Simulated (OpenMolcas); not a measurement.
# B2FH5 (diborane mono F): ACPF/def2-SV(P)

Wanted: the energy of B2FH5 (diborane mono F). 

The results are computed with OpenMolcas 26.06.

## 1. The system as given

The species is B2FH5 (8 atoms), typed as a singlet with charge 0. Geometry: a GFN2-xTB relaxation, a rough one for these elements and not checked as a minimum.

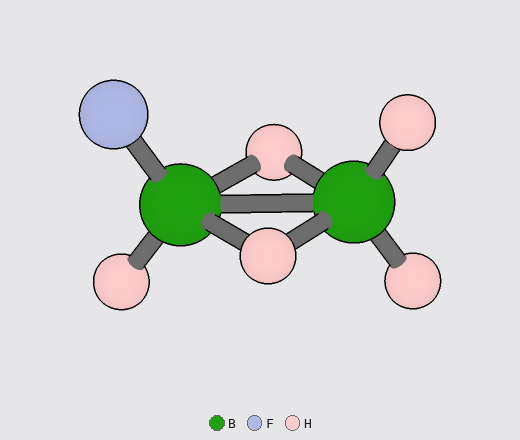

Viewed from a chosen angle; boron green, fluorine light blue, hydrogen pink.

## 2. The energy at ACPF/def2-SV(P)

Contents of input.xyz:

```xyz
8

B     -0.132740     0.873720    -0.200550
F     -0.261260     1.211590    -1.488750
H     -0.202250     1.754750     0.574700
H      0.963800     0.091750    -0.022450
B      0.136330    -0.877150     0.242810
H      0.194480    -1.712330    -0.575730
H      0.248600    -1.176790     1.369710
H     -0.946950    -0.165540     0.100260
```

Contents of calc.inp:

```
>>> EXPORT MOLCAS_PRINT=2

&GATEWAY
  BASLIB = $CurrDir
  COORD = input.xyz
  BASIS = def2-SVP
  GROUP = NoSym

&SEWARD

&SCF
  ITERATIONS = 50
  CORE
  PRORBITALS = 1 1

&MOTRA
  FROZEN = 3

&GUGA
  ELECTRONS = 18
  SPIN = 1
  INACTIVE = 9
  ACTIVE = 0
  CIALL = 1

&CPF
  ACPF
```

The basis set def2-SV(P) is read from a file made from the Basis Set Exchange's data (not shown).

On the command line:

```bash
export MOLCAS_MEM=300
pymolcas calc.inp > calc.log
```

What it wrote:

```text
--- Start Module: gateway ---

                                              &GATEWAY

                       available to each process: 300 MB of memory, 1 thread

 Basis Set     1 Label: B.DEF2-SVP
 Basis set is read from library:.
 basistype.tbl is not found

 Basis Set     2 Label: F.DEF2-SVP
 Basis set is read from library:.
 basistype.tbl is not found

 Basis Set     3 Label: H.DEF2-SVP
 Basis set is read from library:.
 basistype.tbl is not found

 Basis Set     4 Label: B.DEF2-SVP
 Basis set is read from library:.
 basistype.tbl is not found

 Basis Set     5 Label: H.DEF2-SVP
 Basis set is read from library:.
 basistype.tbl is not found

++    Symmetry information:
      ---------------------

                    Character Table for C1

                             E
                    a        1  x, y, xy, Rz, z, xz, Ry, yz, Rx, I
--

++    Basis set information:
      ----------------------

      Basis set label: B.DEF2-SVP.........

      Electronic valence basis set:
      ------------------
      Associated Effective Charge   5.000000 au
      Associated Actual Charge      5.000000 au
      Nuclear Model: Point charge

      Shell  nPrim  nBasis  Cartesian Spherical Contaminant
         s       7       3        X
         p       4       2        X
         d       1       1                 X

      Basis set label: F.DEF2-SVP.........

      Electronic valence basis set:
      ------------------
      Associated Effective Charge   9.000000 au
      Associated Actual Charge      9.000000 au
      Nuclear Model: Point charge

      Shell  nPrim  nBasis  Cartesian Spherical Contaminant
         s       7       3        X
         p       4       2        X
         d       1       1                 X

      Basis set label: H.DEF2-SVP.........

[... 166 lines left out ...]
      Nuclear repulsion energy =   63.20431581
[... 41 lines left out ...]
++ Convergence information
                                   SCF        iterations: Energy and convergence statistics
[... 22 lines left out ...]
       Convergence after  14 Iterations
[... 3 lines left out ...]
 *                                             SCF/KS-DFT Program, Final results                                             *
 *                                                       Final Results                                                       *
[... 59 lines left out ...]
      Dipole Moment (debye):
[... 19 lines left out ...]
      *** WARNING: Default frozen orbitals is overwritten by user input.
[... 17 lines left out ...]
      Nuclear repulsion energy =   63.20431581
[... 103 lines left out ...]
      Nuclear repulsion energy =   63.20431581
[... 80 lines left out ...]
  ITER      TOTAL ENERGY          CORR ENERGY           DECREASE
[... 6 lines left out ...]
     CALCULATION CONVERGED
[... 1 line left out ...]
     FINAL ACPF ENERGY        -151.99287921
     FINAL CORRELATION ENERGY   -0.39121599  REFERENCE ENERGY    -151.60166322
[... 22 lines left out ...]
      Title:  ACPF natural orbitals
[... 31 lines left out ...]
          Orbital           41        42        43        44        45        46        47        48        49        50
          Occ. No.          0.0011    0.0011    0.0010    0.0008    0.0005    0.0005    0.0004    0.0003    0.0003    0.0002

        1 B1     1s         0.0009    0.0266    0.1572   -0.1014   -0.0261   -0.0005    0.0634    0.0063   -0.0002   -0.0523
[... 50 lines of this table left out ...]
       52 H8     1s        -0.3149   -0.4645   -1.1387   -0.7752    1.3123   -0.3500    1.5210    0.7500    3.5505    0.8757

          Orbital           51        52
          Occ. No.          0.0002    0.0001

        1 B1     1s         0.0246    0.0360
[... 50 lines of this table left out ...]
       52 H8     1s         1.7312    3.6206
--

++    Molecular charges:
      ------------------

      Mulliken charges per centre and basis function type
      ---------------------------------------------------

                B1      F2      H3      H4      B5      H6      H7      H8
      1s       2.9982  3.8558  0.9388  0.8763  3.1902  0.8720  0.8849  0.8757
      2px      0.4618  1.8341  0.0000  0.0000  0.4765  0.0000  0.0000  0.0000
      2pz      0.6521  1.5785  0.0000  0.0000  1.0439  0.0000  0.0000  0.0000
[... 8 lines of this table left out ...]
      N-E      0.0517 -0.1457  0.0612  0.1237 -0.4584  0.1280  0.1151  0.1243

      Total electronic charge=   24.000000

      Total            charge=    0.000000
--

++    Molecular properties:
      ---------------------

      Dipole Moment (debye):
      Origin of the operator (angstrom)=   -0.1013    0.4725   -0.5724
                   X=  5.0764E-02               Y= -2.1800E-02               Z=  7.5771E-01           Total=  7.5972E-01
      Quadrupole Moment (debye*angstrom):
      Origin of the operator (angstrom)=   -0.1013    0.4725   -0.5724
                  XX= -1.8878E+01              XY=  5.5484E-01              XZ= -3.8556E-01              YY= -2.2392E+01
                  YZ=  1.0114E+00              ZZ= -2.2618E+01
      In traceless form (debye*angstrom)
                  XX=  3.6266E+00              XY=  8.3226E-01              XZ= -5.7834E-01              YY= -1.6437E+00
                  YZ=  1.5172E+00              ZZ= -1.9829E+00
--

--- Stop Module: cpf /rc=_RC_ALL_IS_WELL_ ---
--- Module cpf spent 1 second ---

.##################.
.# Happy landing! #.
.##################.

    Timing: Wall=3.74 User=3.30 System=0.40
```

It took 4.2 s on 1 thread of Intel Xeon at 2.80GHz (Skylake/Cascade Lake), shared host; peak memory 0.24 GiB.

## 3. What came out

At ACPF/def2-SV(P), 3 core orbitals frozen:

| quantity | value |
| --- | --- |
| total energy | -151.99288 Eh |
| dipole moment (mean-field density) | 1.08 D |
| HOMO energy (Hartree–Fock orbitals) | -13.77 eV |
| LUMO energy (Hartree–Fock orbitals) | 3.16 eV |
| HOMO–LUMO gap (Hartree–Fock orbitals) | 16.93 eV |
| correlation energy (3 core orbitals frozen) | -391.2 mEh |

In words: Mulliken charges of the mean-field density run from -0.33 on B5 to +0.24 on B1; they depend strongly on the basis.
